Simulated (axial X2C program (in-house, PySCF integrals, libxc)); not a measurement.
**GeCO: bond lengths and stretches, held linear**

Aim: the two bond lengths and stretching wavenumbers of linear GeCO, with and without spin–orbit coupling, at PBE0, TPSSh.

The runs use an in-house X2C program for linear molecules on PySCF integrals; all-electron X2C, two-component (2c) or spin-free, Ge dyall-v3z, C dyall-v3z, O dyall-av3z.

All values are calculated.

2 further runs of the same task are left out: 2 set aside as unsound or not needed.

### Step 1. Input

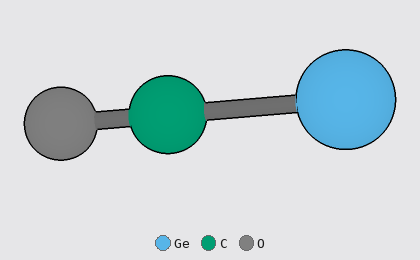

The atoms on one line, bonds 1.910 and 1.150 Å (germanium blue, carbon teal, oxygen grey).

task.json reads:

```json
{
 "zs": [
  32,
  6,
  8
 ],
 "q": 0,
 "bas": [
  "dyall-v3z",
  "dyall-v3z",
  "dyall-av3z"
 ],
 "r0": [
  1.91,
  1.15
 ],
 "symm": 0,
 "scan": [
  "PBE0",
  "HF",
  "TPSSh"
 ],
 "levels": [
  "PBE0",
  "HF",
  "TPSSh"
 ],
 "nst": 2
}
```

Keys: zs atomic numbers; q charge; bas basis sets; r0 starting distance in Å; symm equal bonds; scan levels of the two-bond scan; levels methods; nst determinants followed.

Started as:

```
$ python solin.py task.json out
```

Masses Ge 73.921, C 12.000, O 15.995 u.

### Step 2. Scan at PBE0, 2c

State: Ω = 1 (beyond evenly filled blocks: ω = -1/2, ω = 3/2). Energies above the lowest point, from the job's result record:

```
r(Ge–C) (Å)  r(C–O) (Å)  E (meV)
     1.8788      1.1212    64.45
     1.8788      1.1500    14.68
     1.8788      1.1787    50.48
     1.9270      1.1212    41.86
     1.9270      1.1500     0.00
     1.9270      1.1787    43.42
     1.9270      1.2075   156.41
     1.9752      1.1212    49.21
     1.9752      1.1500    14.98
     1.9752      1.1787    65.75
     2.0234      1.1500    51.93
     2.0234      1.2075   236.76
```

A quadratic surface with cubic terms in each bond gives the minimum at 1.925 and 1.149 Å, force constants 2.05, 16.6 and coupling 0.85 mdyn/Å.

### Step 3. Scan at TPSSh, 2c

State: Ω = 1 (beyond evenly filled blocks: ω = -1/2, ω = 3/2). Energies above the lowest point, from the job's result record:

```
r(Ge–C) (Å)  r(C–O) (Å)  E (meV)
     1.8788      1.1212    94.75
     1.8788      1.1500    22.20
     1.8788      1.1787    34.98
     1.9270      1.1212    65.14
     1.9270      1.1500     0.00
     1.9270      1.1787    19.87
     1.9270      1.2075   108.99
     1.9752      1.1212    65.87
     1.9752      1.1500     7.86
     1.9752      1.1787    34.57
     2.0234      1.1500    38.31
     2.0234      1.2075   173.65
```

A quadratic surface with cubic terms in each bond gives the minimum at 1.934 and 1.157 Å, force constants 1.98, 15.7 and coupling 0.79 mdyn/Å.

### Step 4. Scan at PBE0, spin-free

State: M_S = 1, Λ = 0 (beyond evenly filled blocks: π+α, π-α). Energies above the lowest point, from the job's result record:

```
r(Ge–C) (Å)  r(C–O) (Å)  E (meV)
     1.8788      1.1212    63.88
     1.8788      1.1500    14.30
     1.8788      1.1787    50.28
     1.9270      1.1212    41.67
     1.9270      1.1500     0.00
     1.9270      1.1787    43.60
     1.9270      1.2075   156.77
     1.9752      1.1212    49.37
     1.9752      1.1500    15.34
     1.9752      1.1787    66.29
     2.0234      1.1500    52.62
     2.0234      1.2075   237.82
```

A quadratic surface with cubic terms in each bond gives the minimum at 1.925 and 1.149 Å, force constants 2.06, 16.6 and coupling 0.85 mdyn/Å.

### Step 5. The levels side by side

| level | r(Ge–C) (Å) | r(C–O) (Å) | lower stretch (cm⁻¹) | upper stretch (cm⁻¹) |
| --- | --- | --- | --- | --- |
| PBE0, 2c | 1.925 | 1.149 | 413.5 | 2009.3 |
| TPSSh, 2c | 1.934 | 1.157 | 406.3 | 1957.2 |
| PBE0, spin-free | 1.925 | 1.149 | 413.9 | 2009.5 |
| TPSSh, spin-free | 1.934 | 1.157 | 406.8 | 1957.4 |

Scans not shown above were run alike.

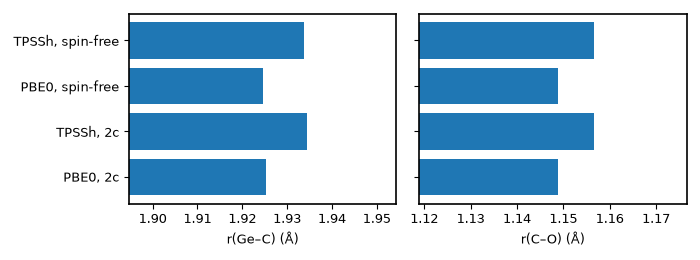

The two bond lengths by level.

**Reading.** Over the levels the Ge–C bond spans 1.925 to 1.934 Å and the C–O bond 1.149 to 1.157 Å. At PBE0 spin–orbit coupling leaves both bonds unchanged to 0.001 Å. Each state is one determinant, the lowest of a limited PBE0 search; the stretches come from a fit to few points and are good to some per cent at best. The molecule was held linear; bending was not examined, so a bent shape may lie lower. Open-shell Ω = 0 determinants with evenly filled partner blocks cannot be reached by this program, so the Ω shown need not be the lowest component. Note: several unpaired electrons, one determinant need not be a pure state.
